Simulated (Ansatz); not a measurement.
## Nudged elastic band, with input and output: C₂H₁₁NOSi₂ (part 2 of 2)

C₂H₁₁NOSi₂; RKS B3LYP-D4/6-31G (Ansatz 0.2.0). It belongs to a series of runs on one base structure; here: band between the two ends.

Geometry of the input (Å):
```
C  1.6912  -0.7599  -0.6180
C  0.9380  0.5142  -1.0505
Si -0.9622  0.3570  -0.9921
O  -1.4678  -1.1193  -1.7490
N  -1.4982  0.4887  0.6941
Si -0.5471  0.4235  2.2025
H  1.3981  -1.6162  -1.2369
H  1.4934  -1.0215  0.4282
H  2.7748  -0.6329  -0.7224
H  1.2077  0.7665  -2.0841
H  1.2387  1.3704  -0.4328
H  -1.6702  1.3737  -1.8313
H  -1.2942  -1.9959  -1.3691
H  -2.4981  0.6013  0.8273
H  -0.0758  -0.9632  2.5600
H  0.6771  1.2892  2.1005
H  -1.4246  0.9237  3.3140
```

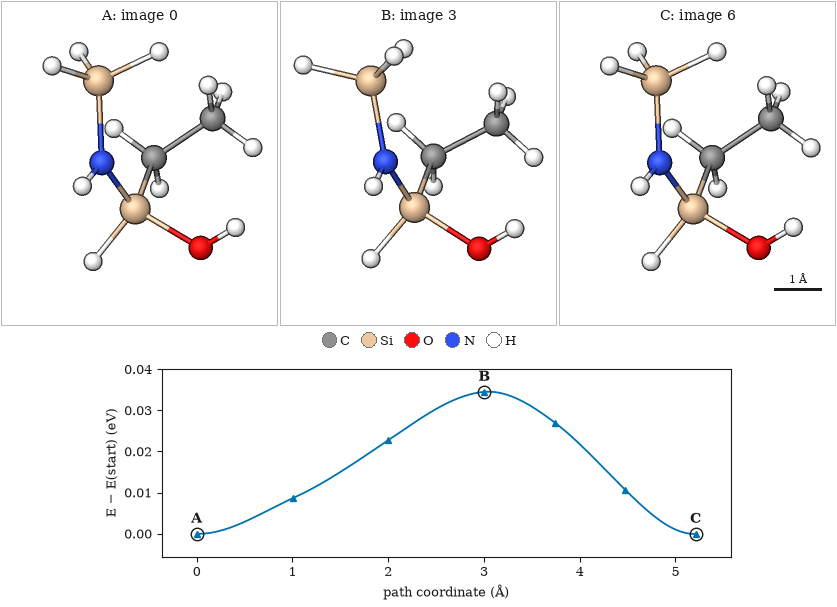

Fig. 1: Images of the last band (counted from 0; ball-and-stick, seen at a tilt) above the energy along the path; the line is a cubic interpolation that uses the forces. The highest image is number 3, 0.034 eV above the start and 0.035 eV above the end (the climbing image); start and end have the same energy. The path is 5.21 Å long. The band converged in 18 iterations.

```
Total energy: -21545.18953780 eV, -791.7711116601 hartree
Atom 0 at     1.738647    -0.754043    -0.738832 Å, force    -0.004515    -0.025333    -0.005410 eV/Å
Atom 1 at     0.922255     0.517398    -1.041161 Å, force     0.016456     0.009869    -0.001733 eV/Å
Atom 2 at    -0.965837     0.254053    -0.948472 Å, force     0.020150    -0.037357     0.004622 eV/Å
Atom 3 at    -1.409308    -1.253588    -1.687308 Å, force     0.025669     0.019435     0.027261 eV/Å
Atom 4 at    -1.507667     0.315172     0.742098 Å, force     0.000090     0.003499    -0.027398 eV/Å
Atom 5 at    -0.606634     0.605530     2.254011 Å, force    -0.016373     0.001511     0.001329 eV/Å
Atom 6 at     1.469343    -1.561676    -1.429776 Å, force     0.004044    -0.000982     0.003816 eV/Å
Atom 7 at     1.566201    -1.112438     0.282452 Å, force     0.002142    -0.002005     0.004194 eV/Å
Atom 8 at     2.814145    -0.571089    -0.846496 Å, force    -0.007043     0.004456    -0.001772 eV/Å
Atom 9 at     1.146496     0.864526    -2.058277 Å, force    -0.006459     0.007962     0.000702 eV/Å
Atom 10 at     1.213016     1.332292    -0.366018 Å, force    -0.013711     0.003515    -0.004798 eV/Å
Atom 11 at    -1.728035     1.223990    -1.796858 Å, force    -0.015522     0.004421    -0.005141 eV/Å
Atom 12 at    -1.160496    -2.108161    -1.296722 Å, force    -0.007441     0.008219    -0.014721 eV/Å
Atom 13 at    -2.511067     0.199677     0.858057 Å, force    -0.001549     0.008461     0.024217 eV/Å
Atom 14 at     0.855766     0.429423     1.990125 Å, force     0.003217    -0.002726    -0.004743 eV/Å
Atom 15 at    -0.818700     1.990979     2.809523 Å, force     0.003135     0.000433    -0.002085 eV/Å
Atom 16 at    -1.037226    -0.372648     3.313953 Å, force    -0.002289    -0.003380     0.001660 eV/Å
Dipole moment:     0.211154    -0.035732     0.342127 e Å
this run last wrote the band of iteration 18 to [file]
```

The last band as extended XYZ (Å, eV, eV/Å):
```
17
Properties=species:S:1:pos:R:3:forces:R:3 image=0 energy=-21545.22374
C     1.6912   -0.7599   -0.6180    0.0005  -0.0007  -0.0012
C     0.9380    0.5142   -1.0505   -0.0007  -0.0004  -0.0001
Si   -0.9622    0.3570   -0.9921    0.0005   0.0030   0.0042
O    -1.4678   -1.1193   -1.7490   -0.0047  -0.0108  -0.0062
N    -1.4982    0.4887    0.6941    0.0030  -0.0003   0.0081
Si   -0.5471    0.4235    2.2025    0.0023   0.0082  -0.0016
H     1.3981   -1.6162   -1.2369   -0.0007  -0.0001  -0.0021
H     1.4934   -1.0215    0.4282   -0.0014  -0.0003   0.0034
H     2.7748   -0.6329   -0.7224    0.0000   0.0013  -0.0002
H     1.2077    0.7665   -2.0841    0.0006   0.0016  -0.0023
H     1.2387    1.3704   -0.4328    0.0008  -0.0003   0.0019
H    -1.6702    1.3737   -1.8313    0.0003  -0.0008   0.0001
H    -1.2942   -1.9959   -1.3691    0.0023   0.0077   0.0023
H    -2.4981    0.6013    0.8273    0.0032  -0.0008  -0.0024
H    -0.0758   -0.9632    2.5600   -0.0024   0.0015   0.0006
H     0.6771    1.2892    2.1005   -0.0053  -0.0055  -0.0006
H    -1.4246    0.9237    3.3140    0.0016  -0.0032  -0.0040
17
Properties=species:S:1:pos:R:3:forces:R:3 image=1 energy=-21545.21512
C     1.6885   -0.8204   -0.7170    0.0006   0.0011   0.0001
C     0.9411    0.5005   -0.9925   -0.0013   0.0007  -0.0005
Si   -0.9603    0.3224   -0.9659   -0.0013  -0.0016   0.0002
O    -1.4416   -1.1625   -1.7220    0.0008   0.0018   0.0014
N    -1.5134    0.4346    0.7161    0.0034  -0.0010  -0.0015
Si   -0.5541    0.5507    2.2163   -0.0050  -0.0009  -0.0012
H     1.4078   -1.5854   -1.4502    0.0006   0.0007   0.0009
H     1.4664   -1.2137    0.2820    0.0002   0.0012   0.0006
H     2.7738   -0.6820   -0.7817    0.0000   0.0013   0.0004
H     1.2196    0.8816   -1.9835   -0.0003   0.0002  -0.0004
H     1.2393    1.2739   -0.2719   -0.0007   0.0010  -0.0007
H    -1.6673    1.3242   -1.8246   -0.0006  -0.0001  -0.0002
H    -1.2441   -2.0323   -1.3376    0.0003   0.0001  -0.0007
H    -2.5190    0.4504    0.8513   -0.0001  -0.0011   0.0015
H     0.3587   -0.6296    2.4098   -0.0019  -0.0034   0.0028
H     0.3103    1.7824    2.2511    0.0065  -0.0048  -0.0033
H    -1.5248    0.6044    3.3604   -0.0012   0.0046   0.0005
17
Properties=species:S:1:pos:R:3:forces:R:3 image=2 energy=-21545.20096
C     1.7256   -0.7770   -0.7654    0.0002   0.0003   0.0021
C     0.9260    0.5221   -0.9882   -0.0097   0.0033  -0.0049
Si   -0.9673    0.2650   -0.9453    0.0053  -0.0046   0.0113
O    -1.3912   -1.2392   -1.6960   -0.0062  -0.0033  -0.0065
N    -1.5279    0.3406    0.7372    0.0293   0.0195   0.0041
Si   -0.5925    0.6003    2.2351    0.0080  -0.0181  -0.0100
H     1.4539   -1.5331   -1.5108    0.0005   0.0007  -0.0026
H     1.5399   -1.1999    0.2287   -0.0008  -0.0009  -0.0004
H     2.8036   -0.5984   -0.8511    0.0011   0.0022   0.0002
H     1.1720    0.9428   -1.9719    0.0007   0.0006   0.0012
H     1.2100    1.2845   -0.2506   -0.0029   0.0001   0.0033
H    -1.7131    1.2351   -1.8082   -0.0063   0.0031  -0.0031
H    -1.1638   -2.0987   -1.3050    0.0041  -0.0004   0.0021
H    -2.5324    0.2722    0.8671   -0.0078  -0.0084  -0.0021
H     0.7151   -0.1321    2.1676    0.0011   0.0005   0.0012
H    -0.2808    2.0500    2.5111   -0.0001  -0.0125  -0.0044
H    -1.3961    0.0651    3.3859   -0.0166   0.0180   0.0083
17
Properties=species:S:1:pos:R:3:forces:R:3 image=4 energy=-21545.19671
C     1.7261   -0.7915   -0.6982    0.0013  -0.0083  -0.0034
C     0.9435    0.4881   -1.0526    0.0074   0.0008   0.0015
Si   -0.9514    0.2827   -0.9677   -0.0040  -0.0085  -0.0108
O    -1.4151   -1.2358   -1.6689   -0.0030   0.0040   0.0140
N    -1.5123    0.4556    0.7082    0.0180  -0.0024   0.0077
Si   -0.6079    0.5693    2.2426   -0.0295   0.0124  -0.0044
H     1.4376   -1.6197   -1.3561   -0.0003   0.0030   0.0026
H     1.5466   -1.1054    0.3370   -0.0014   0.0021   0.0015
H     2.8058   -0.6394   -0.8114   -0.0031  -0.0001   0.0005
H     1.1836    0.7921   -2.0799    0.0007   0.0014  -0.0003
H     1.2453    1.3198   -0.4041   -0.0006  -0.0012  -0.0050
H    -1.6904    1.2430   -1.8468    0.0004  -0.0029  -0.0005
H    -1.2083   -2.0899   -1.2553    0.0027   0.0039  -0.0015
H    -2.5235    0.4956    0.8064    0.0044   0.0097   0.0032
H     0.8492    0.7034    1.9296   -0.0011   0.0015  -0.0023
H    -1.0519    1.7708    3.0334   -0.0036  -0.0036   0.0061
H    -0.7959   -0.6393    3.1242    0.0119  -0.0118  -0.0090
17
Properties=species:S:1:pos:R:3:forces:R:3 image=5 energy=-21545.21305
C     1.6761   -0.8575   -0.6369   -0.0005  -0.0012   0.0003
C     0.9686    0.4463   -1.0560    0.0012   0.0005  -0.0001
Si   -0.9355    0.3497   -0.9928   -0.0008   0.0008  -0.0006
O    -1.4798   -1.1416   -1.6927   -0.0032  -0.0019  -0.0022
N    -1.4840    0.5689    0.6810   -0.0001   0.0050   0.0030
Si   -0.5726    0.5394    2.2145    0.0003  -0.0009  -0.0019
H     1.3569   -1.6952   -1.2680   -0.0011  -0.0011   0.0031
H     1.4636   -1.1225    0.4060   -0.0017   0.0012   0.0027
H     2.7640   -0.7660   -0.7345   -0.0009  -0.0015   0.0025
H     1.2433    0.6978   -2.0886    0.0004  -0.0029  -0.0012
H     1.3013    1.2853   -0.4321    0.0004  -0.0008  -0.0017
H    -1.6149    1.3499   -1.8743    0.0002  -0.0005  -0.0008
H    -1.3179   -2.0072   -1.2834    0.0002   0.0005   0.0022
H    -2.4842    0.7125    0.7853    0.0022   0.0062  -0.0023
H     0.8370    0.9833    1.9648   -0.0009   0.0107   0.0006
H    -1.2310    1.4781    3.1863   -0.0065  -0.0090   0.0047
H    -0.5101   -0.8219    2.8619    0.0106  -0.0050  -0.0083
17
Properties=species:S:1:pos:R:3:forces:R:3 image=6 energy=-21545.22379
C     1.6185   -0.9289   -0.5812   -0.0008   0.0004  -0.0003
C     0.9848    0.3929   -1.0598    0.0017   0.0010  -0.0006
Si   -0.9220    0.4060   -1.0112    0.0014  -0.0011   0.0021
O    -1.5516   -1.0472   -1.7189   -0.0035  -0.0047  -0.0026
N    -1.4512    0.6437    0.6655    0.0000   0.0021   0.0016
Si   -0.5172    0.5479    2.1826    0.0005  -0.0002   0.0006
H     1.2560   -1.7744   -1.1777   -0.0006  -0.0010  -0.0012
H     1.3891   -1.1398    0.4701   -0.0004  -0.0002   0.0020
H     2.7100   -0.9014   -0.6769    0.0005   0.0014  -0.0006
H     1.2820    0.5873   -2.0984    0.0001   0.0006  -0.0009
H     1.3570    1.2379   -0.4663    0.0011   0.0002   0.0010
H    -1.5356    1.4496   -1.8907    0.0014   0.0000   0.0005
H    -1.4546   -1.9204   -1.3051    0.0006   0.0014  -0.0001
H    -2.4379    0.8485    0.7867   -0.0005  -0.0004   0.0004
H     0.7821    1.2915    2.0580   -0.0005  -0.0002  -0.0009
H    -1.3498    1.1680    3.2677   -0.0002   0.0001  -0.0004
H    -0.1786   -0.8618    2.5959   -0.0008   0.0003  -0.0005
```

Summary:

```tsv
quantity	value
outcome	converged
barrier, forward	0.035 eV
barrier, backward	0.035 eV
hardware	1 thread of Arm Neoverse V2, 24 GiB of memory available, shared host
wall time	11 min
peak memory	0.24 GiB
```

Remarks:

The order of the saddle point was not checked.
